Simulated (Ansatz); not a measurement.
**CH$_{5}$NOSi: density, localisation and related maps**

Input file:

```
crystal:
  periodic: [false, false, false]
  atoms:
    - { symbol: C, position_ang: [-0.19234, 0.81585, -0.95398] }
    - { symbol: Si, position_ang: [0.21299, -0.44241, 0.38684] }
    - { symbol: "N", position_ang: [1.49845, -1.39501, 0.19473] }
    - { symbol: O, position_ang: [-0.87005, -0.35744, 1.59616] }
    - { symbol: H, position_ang: [-0.2104, 1.83287, -0.56399] }
    - { symbol: H, position_ang: [0.55946, 0.77214, -1.73294] }
    - { symbol: H, position_ang: [-1.1597, 0.61671, -1.4134] }
    - { symbol: H, position_ang: [1.77032, -2.09087, 0.87376] }
    - { symbol: H, position_ang: [-1.60874, 0.24817, 1.61281] }
basis:
  gaussian: { orbitals: "6-31G*" }
hamiltonian:
  xc: pbe0
  dispersion: d4
relax:
  f_tol: 0.015
  max_steps: 40
output:
  orbitals: {}
```

Run with:

```sh
ansatz run input.yaml --threads 1 --pin off --max-ram 2048MiB --backend cpu --events-out ev --progress --plain --runs-dir out
```

The fields are those of the relaxed geometry.

Computed with RKS PBE0-D4/6-31G* (Ansatz).

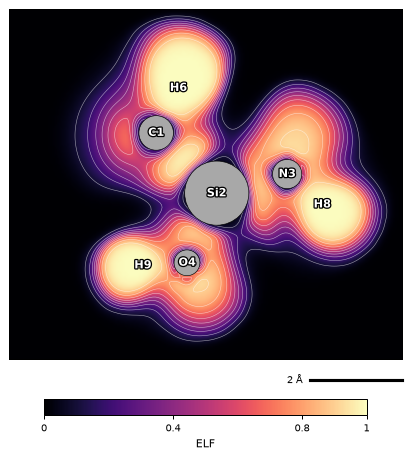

Figure 1. Electron localisation function on the plane of atoms Si2, N3 and H8. Grey discs cover the atomic cores.

Question: Interpret the plot.

Answer:
- The section cuts through C, Si, N, O and H sites.
- Si–N (1.59 Å): the ELF peaks at about 0.85 between the atoms (a shared but strongly polarised pair).
- Si–O (1.65 Å): the ELF peaks at about 0.85 between the atoms (a shared but strongly polarised pair).
- C–Si (1.86 Å): the ELF peaks at about 0.95 between the atoms; a covalent bond.
- O–H (0.97 Å): the ELF climbs to about 1 towards the hydrogen, as it does in any bond to H; an ordinary covalent bond to hydrogen.
- N–H (1.01 Å): the ELF climbs to about 1 towards the hydrogen: a covalent bond by its length.
- The ELF also peaks beside O4 and N3, away from the bonds: lone-pair regions.

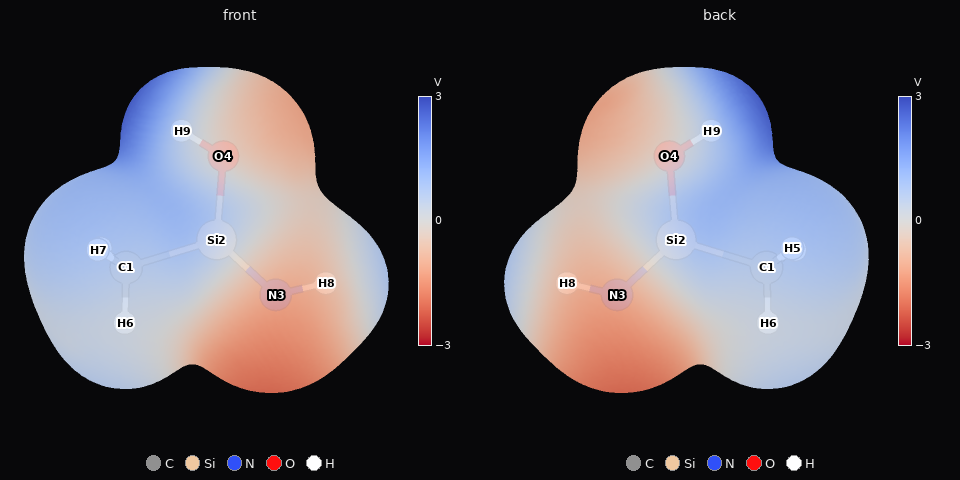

Figure 2. The electrostatic potential painted on the density surface at 0.001 e/bohr³, seen from the front and from behind; red is negative and blue positive.

Question: Which sites attract a positive test charge, and which a negative one?

Answer: A positive charge is drawn to the negative regions and a negative charge to the positive ones. The most negative region (about −2.0 V) lies over N3, the most positive (about +2.6 V) over H9. N3 is the likeliest acceptor of a hydrogen bond.

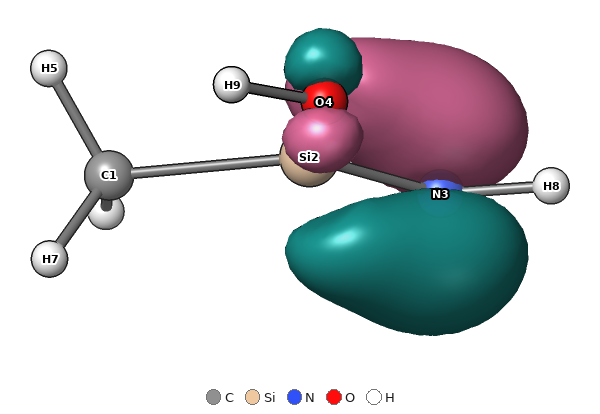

Figure 3. The HOMO at ±0.2 Å⁻³ᐟ² (teal and pink are the two phases), seen from one side.

Question: Where does this orbital lie, and at what energy?

Answer: It lies mainly on N3 (about 65 %) and Si2 (about 25 %). Its energy is −6.78 eV.
